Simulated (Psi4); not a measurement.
# CH3InS (SMILES [CH2]1[S][InH]1) at HF/def2-SVP (core potential)

Aim: the vertical singlet–triplet gap of CH3InS at HF/def2-SVP (core potential), from 2 runs. 

The results are computed with Psi4 1.11.

## 1. Starting point

The species is CH3InS (6 atoms), typed as a singlet with charge 0. SMILES: `[CH2]1[S][InH]1`. Geometry: a GFN2-xTB relaxation, a rough one for these elements and not checked as a minimum.

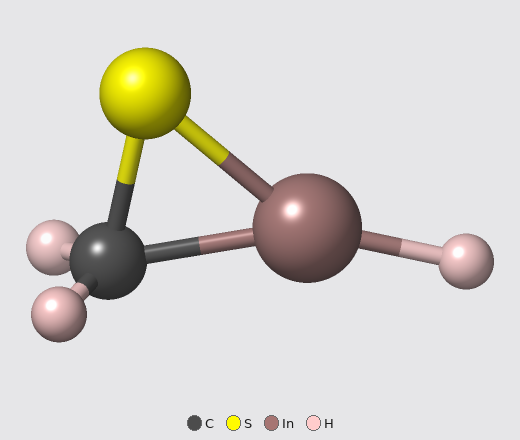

The structure, seen from a chosen angle (carbon dark grey, sulfur yellow, indium brown, hydrogen pink).

## 2. A single-point energy at HF/def2-SVP (core potential)

ch3ins.json

```json
{
 "schema_name": "qcschema_input",
 "schema_version": 1,
 "molecule": {
  "schema_name": "qcschema_molecule",
  "schema_version": 2,
  "symbols": ["C", "S", "In", "H", "H", "H"],
  "geometry": [-0.27673149, -1.49704104, -0.87129602, -2.61674156, 1.42579836, -1.31625094, 0.9066339, 1.68924508, 1.42150868, 0.55762038, -1.92007513, -2.69520299, -1.35920441, -3.0663074, -0.11621816, 2.78844207, 3.36838013, 3.57745942],
  "molecular_charge": 0,
  "molecular_multiplicity": 1,
  "fix_symmetry": "c1",
  "fix_com": true,
  "fix_orientation": true
 },
 "driver": "energy",
 "model": {
  "method": "hf",
  "basis": "def2-SVP"
 },
 "keywords": {
  "reference": "rhf",
  "puream": true,
  "e_convergence": 1e-09,
  "d_convergence": 1e-08,
  "scf_type": "pk",
  "scf_properties": ["MULLIKEN_CHARGES", "LOWDIN_CHARGES", "MAYER_INDICES"]
 }
}
```

On the command line:

```
$ psi4 --qcschema ch3ins.json -n 1 --memory 1600MB
```

stdout:

```text
Psi4 1.11 release

   => Loading Basis Set <=

    Name: DEF2-SVP
    Role: ORBITAL
    Keyword: BASIS

    !!!  WARNING: ECP capability is in beta. Please check occupations closely.  !!!

         ---------------------------------------------------------
                                   SCF
                              RHF Reference
                        1 Threads,   1525 MiB Core
         ---------------------------------------------------------

  ==> Geometry <==

    Molecular point group: c1
    Full point group: C1

    Geometry (in Bohr), charge = 0, multiplicity = 1:

       Center              X                  Y                   Z               Mass
    ------------   -----------------  -----------------  -----------------  -----------------
         C           -0.276731490000    -1.497041040000    -0.871296020000    12.000000000000
         S           -2.616741560000     1.425798360000    -1.316250940000    31.972071174400
         IN           0.906633900000     1.689245080000     1.421508680000   114.903878776000
         H            0.557620380000    -1.920075130000    -2.695202990000     1.007825032230
         H           -1.359204410000    -3.066307400000    -0.116218160000     1.007825032230
         H            2.788442070000     3.368380130000     3.577459420000     1.007825032230

[... 83 lines left out ...]
                        Total Energy        Delta E     RMS |[F,P]|
[... 3 lines left out ...]
   @RHF iter   2:  -626.11884615485178   -7.16453e-02   2.50312e-03 ADIIS/DIIS
[... 2 lines left out ...]
   @RHF iter   5:  -626.13842305904916   -1.78113e-04   4.98961e-05 DIIS
[... 2 lines left out ...]
   @RHF iter   8:  -626.13844375684550   -3.70289e-07   1.71178e-06 DIIS
[... 2 lines left out ...]
   @RHF iter  11:  -626.13844380688931   -3.42425e-10   4.76752e-08 DIIS
[... 2 lines left out ...]
  Energy and wave function converged.
[... 32 lines left out ...]
    Nuclear Repulsion Energy =            161.3210835999424546
[... 2 lines left out ...]
    Total Energy =                       -626.1384438069331964
[... 16 lines left out ...]
 Dipole Z            :         -3.4561669            4.3299294            0.8737624
[... 12 lines left out ...]
   Total alpha = 23.00000, Total beta = 23.00000, Total charge =  0.00000

  Lowdin Charges: (a.u.)
   Center  Symbol    Alpha    Beta     Spin     Total
       1     C     3.12891  3.12891  0.00000 -0.25783
       2     S     8.03189  8.03189  0.00000 -0.06378
       3    IN    10.30578 10.30578  0.00000  0.38843
       4     H     0.49022  0.49022  0.00000  0.01956
       5     H     0.49017  0.49017  0.00000  0.01967
       6     H     0.55303  0.55303  0.00000 -0.10606

  Total alpha = 23.00000, Total beta = 23.00000, Total charge =  0.00000

  Mayer Bond Indices:

  Irrep: 1 Size: 6 x 6

                 1                   2                   3                   4                   5

    1     0.00000000000000     0.88669072914821     0.90809265233970     0.96246219006354     0.96238665304160
    2     0.88669072914821     0.00000000000000     1.12553802805591    -0.00010135005065    -0.00002883104603
    3     0.90809265233970     1.12553802805591     0.00000000000000    -0.00024660438161    -0.00023855560546
    4     0.96246219006354    -0.00010135005065    -0.00024660438161     0.00000000000000    -0.00246960421722
    5     0.96238665304160    -0.00002883104603    -0.00023855560546    -0.00246960421722     0.00000000000000
    6     0.02858279752691     0.02300303070143     0.93354877119758     0.00053390750526     0.00053161967310

                 6

    1     0.02858279752691
    2     0.02300303070143
    3     0.93354877119758
    4     0.00053390750526
    5     0.00053161967310
    6     0.00000000000000

  Atomic Valences:

 #  #
 Irrep: 1
      1:    3.748215022119961
      2:    2.035101606808871
      3:    2.966694291606122
      4:    0.960178538919319
      5:    0.960181281845987
      6:    0.986200126604281

	total time  =          2 seconds =       0.03 minutes

    Psi4 run time: 0:00:01.93
```

The result, in JSON:

```text
{
 "driver": "energy",
 "model": {
  "method": "hf",
  "basis": "def2-SVP"
 },
 "success": true,
 "return_result": -626.1384438069332,
 "properties": {
  "calcinfo_nbasis": 73,
  "calcinfo_nmo": 73,
  "calcinfo_nalpha": 23,
  "calcinfo_nbeta": 23,
  "calcinfo_natom": 6,
  "nuclear_repulsion_energy": 161.32108359994245,
  "return_energy": -626.1384438069332,
  "scf_one_electron_energy": -1259.0557457007155,
  "scf_two_electron_energy": 471.5962182938398,
  "scf_dipole_moment": [1.144472269018621, 0.057479316411260584, 0.8737624473366816],
  "scf_total_energy": -626.1384438069332,
  "scf_iterations": 13
 }
}
```

Wall time 3.6 s (1 thread of AMD EPYC 7R43 (Zen 3), shared host); peak memory 0.23 GiB.

## 3. The triplet at the same level

ch3ins.inp

```
memory 1600 mb

molecule m {
  0 3
  C     -0.146440    -0.792200    -0.461070
  S     -1.384720     0.754500    -0.696530
  In     0.479770     0.893910     0.752230
  H      0.295080    -1.016060    -1.426240
  H     -0.719260    -1.622620    -0.061500
  H      1.475580     1.782470     1.893110
  symmetry c1
  no_reorient
  no_com
}

set {
  reference     uhf
  puream        true
  e_convergence 1e-09
  d_convergence 1e-08
  scf_type      pk
  maxiter       200
}

e_tot, wfn = energy("scf/def2-SVP", return_wfn=True)
oeprop(wfn, "LOWDIN_CHARGES", "WIBERG_LOWDIN_INDICES", "MULLIKEN_CHARGES")
print_variables()
```

On the command line:

```
$ psi4 -n 1 ch3ins.inp ch3ins.out
```

ch3ins.out, shortened:

```text
[...]
    !!!  WARNING: ECP capability is in beta. Please check occupations closely.  !!!
[...]
   @UHF iter   4:  -625.99207864916593   -7.37925e-03   5.06911e-04 ADIIS/DIIS
[...]
   @UHF iter  29:  -626.02031096622761   -5.11591e-12   7.12943e-09 DIIS
[...]
```

Run time: 3.9 s. Hardware: 1 thread of AMD EPYC 7R43 (Zen 3), shared host; peak memory 0.24 GiB.

## 4. Outcome

Level: HF/def2-SVP (core potential).

```
                                        quantity          value
                           singlet: total energy  -626.13844 Eh
                          singlet: dipole moment         3.66 D
                            singlet: HOMO energy       -8.56 eV
                            singlet: LUMO energy        0.90 eV
                          singlet: HOMO–LUMO gap        9.46 eV
                           triplet: total energy  -626.02031 Eh
                          triplet: dipole moment         1.50 D
     triplet: HOMO energy (highest over α and β)       -5.00 eV
      triplet: LUMO energy (lowest over α and β)       -0.61 eV
                                   triplet: ⟨S²⟩          2.050
vertical energy of the triplet above the singlet       3.215 eV
```

In words: At this shape the triplet lies 3.21 eV (310 kJ/mol) above the singlet. Mulliken charges (triplet) run from -0.27 on S2 to +0.32 on In3; they depend strongly on the basis.
